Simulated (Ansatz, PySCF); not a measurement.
Stretching the Ge1–H2 bond in BrGeH (SMILES [GeH][Br]) (multiplicity 1 held, fragments rigid). Energies count from the point at 1.603 Å.
Geometry at that point (charge 0, multiplicity 1):
```xyz
3

Ge    -0.686    -0.579     0.822
H     -1.723    -1.073    -0.296
Br     0.676     0.560    -0.743
```

Restricted levels (R-, RO-) in cc, def2 and unpolarised 6-31G sets keep to the state of the molecule at rest. Unrestricted levels (U-) break spin symmetry where that is lower. Active spaces are followed from a long bond inwards. Left out are points that failed, MP2 points that dive below the minimum, coupled-cluster points behind a jump of the amplitudes or a sharp parting from full CI or MRCI, small-basis points behind a change of solution, and semi-empirical points at long bonds. Curves can end on different states.

Frozen-core correlation. Filled d and f shells under p-block atoms count as core. Rows in LANL2DZ carry no dispersion term and start afresh at each structure. LANL2DZ brings its own core potentials from Na on.

Run with Ansatz (Gaussian basis) for Hartree–Fock, density functionals and correlated methods; PySCF for LANL2DZ rows. Each number belongs to the level named beside it.

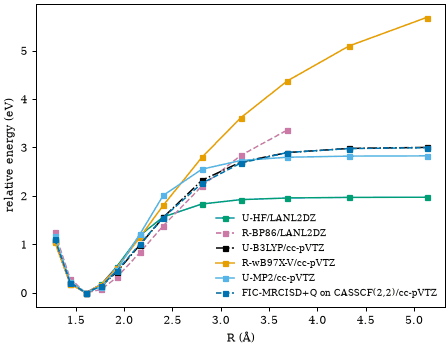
Relative energy along the coordinate

### Question
Read off the U-HF/LANL2DZ curve at R = 5.130.

### Answer
about 2.0 eV

Doubts at one or more of the structures used: a spin-contaminated determinant (U-HF/LANL2DZ, U-B3LYP/cc-pVTZ, U-MP2/cc-pVTZ); a restricted determinant that unrestricted orbitals would lower (R-wB97X-V/cc-pVTZ).

Ansatz is a quantum-chemistry and plane-wave program.
